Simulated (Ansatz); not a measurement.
## Electronic structure of CH6FSi2 (SMILES F[SiH2]C[SiH2-]) (charge −1) in real space

```yaml
atoms:
  - { symbol: C, position_ang: [0.5446, 2.7291, 0.2170] }
  - { symbol: F, position_ang: [0.1494, -0.2219, -0.1661] }
  - { symbol: Si, position_ang: [-0.5974, 1.2821, 0.2101] }
  - { symbol: Si, position_ang: [-0.6759, 4.2242, 0.8027] }
  - { symbol: H, position_ang: [-1.6413, 1.3620, -0.8718] }
  - { symbol: H, position_ang: [-1.2138, 0.9889, 1.5488] }
  - { symbol: H, position_ang: [1.3699, 2.6178, 0.9480] }
  - { symbol: H, position_ang: [0.9824, 2.9297, -0.7806] }
  - { symbol: H, position_ang: [-2.0004, 3.4404, 0.4893] }
  - { symbol: H, position_ang: [-0.7069, 3.7907, 2.2992] }
```

Geometry: PBE-D3(BJ)/def2-SVPD.

These are results of Ansatz 0.2.0, isolated molecule in a Gaussian basis; Kohn-Sham density functional theory, functional PBE0, not measurements.

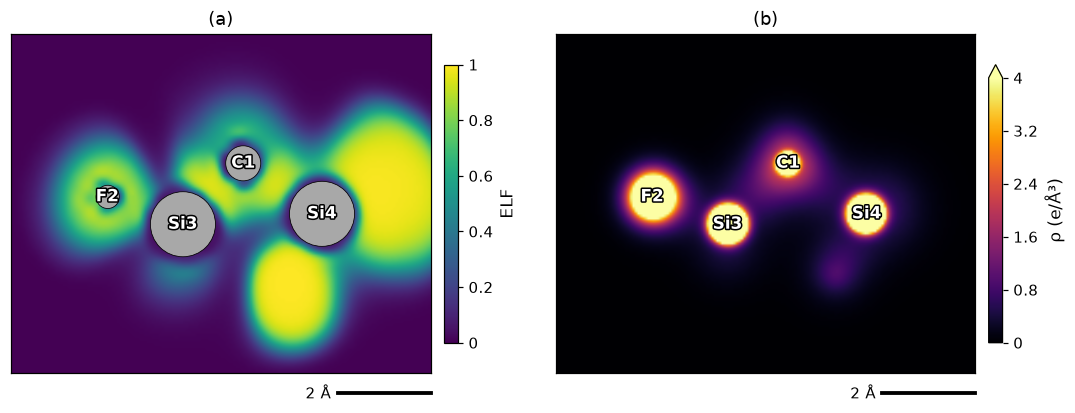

Figure 1. (a) electron localisation function; (b) electron density on the plane of atoms C1, Si3 and F2. Grey discs cover the atomic cores in the ELF map.

Interpret the plot.

- The plane passes through C, F and Si nuclei.
- Si–F (1.72 Å): the density is about 0.87 e/Å³ at the midpoint; the ELF peaks at about 0.85 in the valence shell of F, 0.6 Å from its nucleus, and is about 0.50 at the midpoint.
- C–Si (1.84 Å): the density is about 1 e/Å³ at the midpoint; the ELF peaks at about 0.95 between the atoms: localised, covalent bonding.
- C–Si (2.02 Å): ρ is about 0.7 e/Å³ halfway; the ELF peaks at about 0.95 between the atoms; localised, covalent bonding.
- The ELF also peaks beside F2 and Si4, away from the bonds: lone-pair regions.

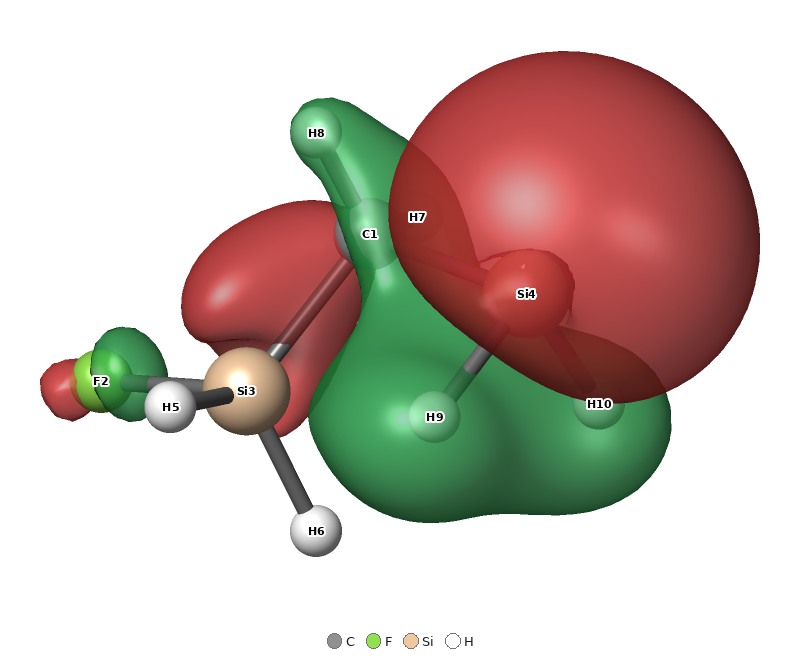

Figure 2. The HOMO at ±0.08 Å⁻³ᐟ² (green and red are the two phases), seen at a tilt.

Describe this orbital and give its energy.

It lies mainly on Si4 (about 70 %), C1 (about 5 %) and H10 (about 5 %). Its energy is −0.60 eV.

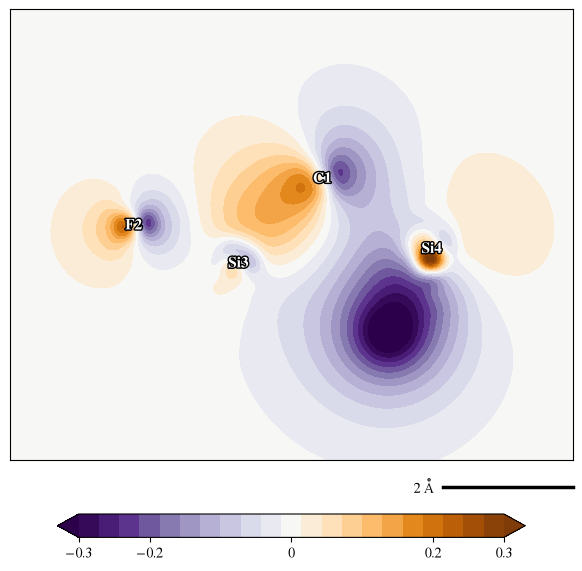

Figure 3. The HOMO−1 on the plane of atoms C1, Si3 and F2 (values in Å⁻³ᐟ²; the overall sign is arbitrary).

Describe this orbital and give its energy.

Its weight (Hirshfeld) is mainly on Si4 (about 35 %), H10 (about 30 %) and H9 (about 20 %). Its energy is −3.47 eV.
